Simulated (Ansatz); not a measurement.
C4H11NSi (SMILES CC=C(N)[SiH2]C)

Input file:

```
crystal:
  periodic: [false, false, false]
  atoms:
    - { symbol: C, position_ang: [-1.2657, -1.6094, -1.7165] }
    - { symbol: C, position_ang: [-1.002, -0.7119, -0.5424] }
    - { symbol: C, position_ang: [-1.26613, 0.57756, -0.50305] }
    - { symbol: "N", position_ang: [-1.86802, 1.3948, -1.56736] }
    - { symbol: Si, position_ang: [-0.87687, 1.60127, 1.07432] }
    - { symbol: C, position_ang: [-2.27798, 1.4939, 2.30496] }
    - { symbol: H, position_ang: [-1.9362, -2.3898, -1.4216] }
    - { symbol: H, position_ang: [-1.8091, -0.9524, -2.4832] }
    - { symbol: H, position_ang: [-0.4243, -1.9667, -2.169] }
    - { symbol: H, position_ang: [-0.54199, -1.17258, 0.3405] }
    - { symbol: H, position_ang: [-1.6912, 0.90106, -2.4501] }
    - { symbol: H, position_ang: [-1.5497, 2.34068, -1.56366] }
    - { symbol: H, position_ang: [-0.63851, 2.97585, 0.72025] }
    - { symbol: H, position_ang: [0.40106, 1.06131, 1.71343] }
    - { symbol: H, position_ang: [-2.4398, 0.45725, 2.57756] }
    - { symbol: H, position_ang: [-3.20186, 1.90369, 1.89461] }
    - { symbol: H, position_ang: [-2.07504, 2.078, 3.21926] }
basis:
  gaussian: { orbitals: def2-SVP }
hamiltonian:
  xc: blyp
  dispersion: d4
relax:
  f_tol: 0.015
  max_steps: 40
output:
  orbitals: {}
```

Run with:

```sh
ansatz run input.yaml --threads 2 --pin off --max-ram 3072MiB --backend cpu --events-out ev --progress --plain --runs-dir out
```

The fields are those of the run's last geometry, not of the input's.

Method: RKS BLYP-D4/def2-SVP in Ansatz 0.2.0.

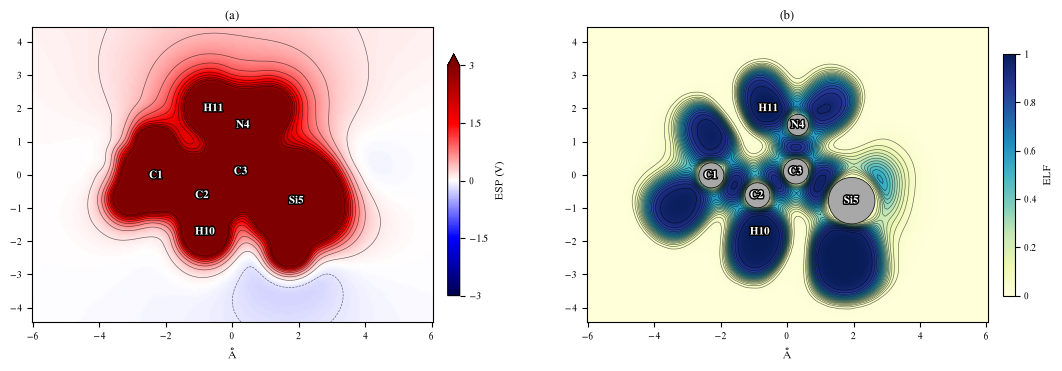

Figure 1. (a) molecular electrostatic potential; (b) electron localisation function on the plane of atoms C2, C3 and Si5. Grey discs cover the atomic cores in the ELF map.

Q: Interpret the plot.

A: The section cuts through C, N, Si and H sites.
C–C (1.37 Å): the ELF peaks at about 0.95 between the atoms; a covalent bond.
C–N (1.41 Å): the ELF peaks at about 0.90 between the atoms, as expected for localised, covalent bonding.
C–Si (1.89 Å): the ELF peaks at about 0.95 between the atoms; localised, covalent bonding.
N–H (1.03 Å): the ELF climbs to about 1 towards the hydrogen, as it does in any bond to H (a covalent bond by its length).
C–C (1.51 Å): the ELF peaks at about 0.95 between the atoms, as expected for a covalent bond.
The potential has no marked negative region in this plane.

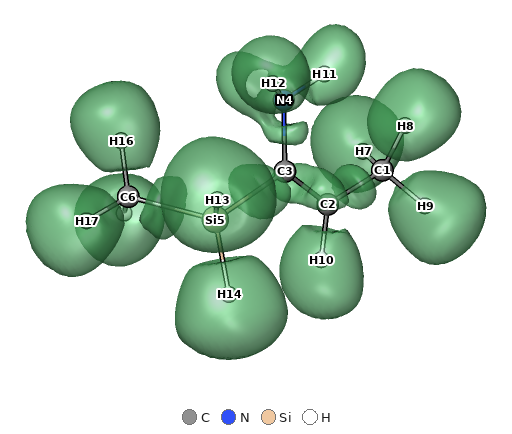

Figure 2. Isosurface of the electron localisation function at 0.8 (green), seen at a tilt. Only the valence region is drawn (cores and ρ < 0.01 e/Å³ removed).

Q: Describe the localisation domains.

A: The surface consists of two regions between bonded C–C atoms (shared pairs), two regions between bonded C–Si atoms (shared pairs), nine regions around hydrogen nuclei and one joined region spread over several atoms (H, N), in which their bonds and any lone pairs are merged.

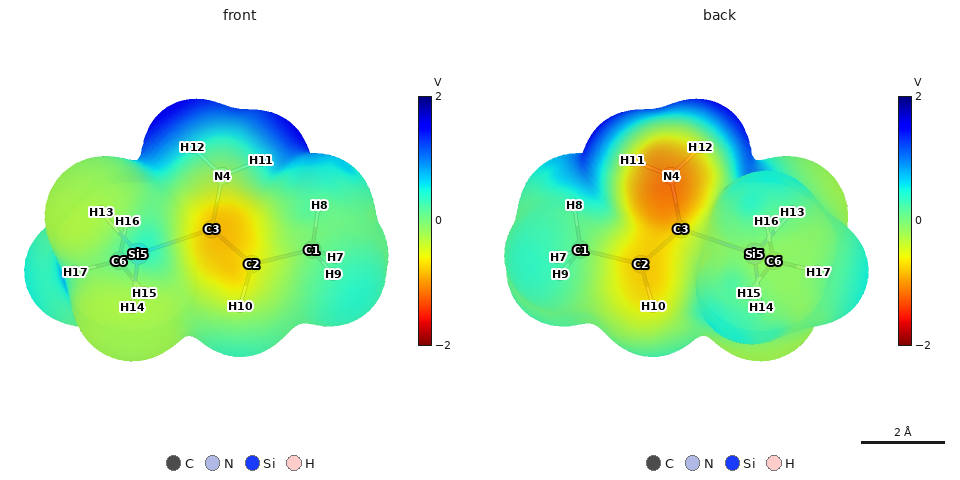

Figure 3. The molecular electrostatic potential painted on the density surface at 0.002 e/bohr³, seen from the front and from behind; the colour scale runs from red (negative) to blue (positive).

Q: Where is the surface potential most negative and most positive?

A: The most negative region (about −1.2 V) lies over N4, the most positive (about +1.5 V) over H11 and H12. N4 is the likeliest acceptor of a hydrogen bond.
